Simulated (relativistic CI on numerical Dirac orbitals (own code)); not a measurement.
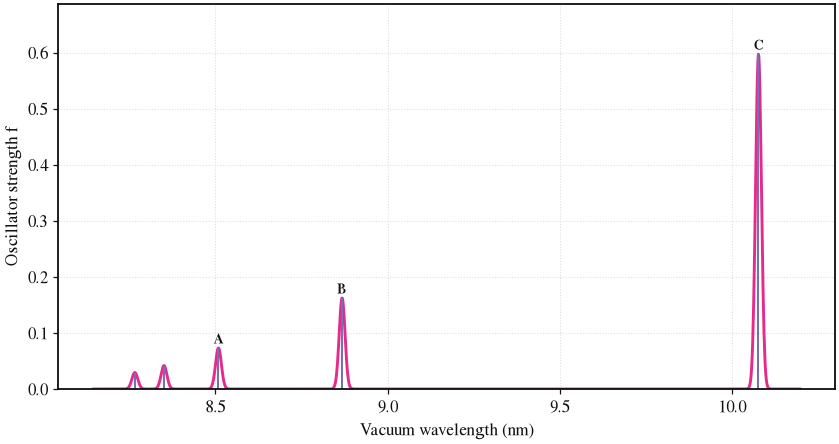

Computed spectrum: absorption lines from the lowest level (oscillator strengths f) of an atom or ion with 2 electrons. Computed by Dirac CI, KLI exchange-only orbitals, Breit term, model QED, valence Slater integrals scaled by 0.85, a P86 correlation estimate for each configuration. The envelope is a Gaussian of full width 0.02 nm, scaled to the tallest stick.

Identify the ion and assign the lettered lines.

Answer. Be²⁺ (beryllium, Z = 4). A: 1s 4p ¹P°₁ ← 1s² ¹S₀, 8.509 nm, f = 0.073; B: 1s 3p ¹P°₁ ← 1s² ¹S₀, 8.868 nm, f = 0.16; C: 1s 2p ¹P°₁ ← 1s² ¹S₀, 10.08 nm, f = 0.60.

Caveat: near-neutral ion: configurations can be misplaced by up to about 10000 cm⁻¹, over 20000 where the f count changes; rates and lifetimes follow the computed energies and can be off by orders of magnitude; only a limited list of configurations is included, so lower levels can be missing.
